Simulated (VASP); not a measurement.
Band structure of CdO (rock salt). Computed with vdW-DF2, VASP's PBE PAW potentials (set 64) (plane waves; VASP 6.6.1).

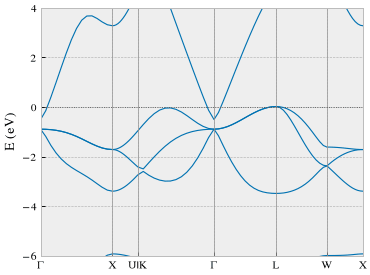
Figure: Bands along high-symmetry lines, zero at the valence-band maximum or, without a gap, the Fermi level

Problem. Read the plot: is there a gap, and where are the band edges?

Solution. It has no gap at this level: it comes out as a metal or semimetal. (Edges off the drawn lines would not show.)

The compound is CdO in the rock salt structure. It was relaxed first, which changed the volume by +12 %.
